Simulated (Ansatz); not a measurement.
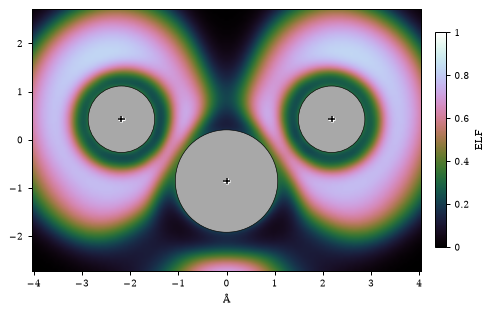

The electron localisation function on a plane through atoms (crosses mark nuclei in the plane; grey discs cover the cores).

Computed with Ansatz 0.2.0, RKS PBE0-D4/def2-TZVPD.

Candidates:
A. TaTe2 (charge −1)
B. AlClH3 (charge −1)

> Which system is this?

Candidate A: TaTe2 on the molecular plane, which holds Ta and Te. Ta–Te (2.53 Å): the ELF peaks at about 0.65 in the valence shell of Te, 1.2 Å from its nucleus, and is about 0.60 at the midpoint.
